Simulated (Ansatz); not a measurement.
The parent structure is CrI₃ in the BiI3 type structure (space group R-3, No. 148; a = 6.892 Å, c = 19.898 Å (hexagonal axes); ferromagnetic; layered, stacked along the Cartesian z axis).

The change: every lattice vector is stretched by 4.51 %; the atoms relax in the strained cell.

Method: r2SCAN+rVV10, PAW, 500 eV (Ansatz, a program for electronic structure; spin-orbit coupling left out).

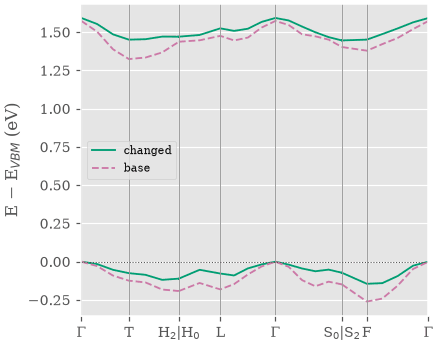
*Highest valence and lowest conduction band along the path, each from its own valence-band maximum*

Q: Read the changed gap and its character from the plot.

A: About 1.45 eV, indirect, Γ → S₂.

Other magnetic orders, which the real material may have, were not ruled out. With I present, leaving out spin-orbit coupling can change the band edges. Whether these cells are dynamically stable was not tested.
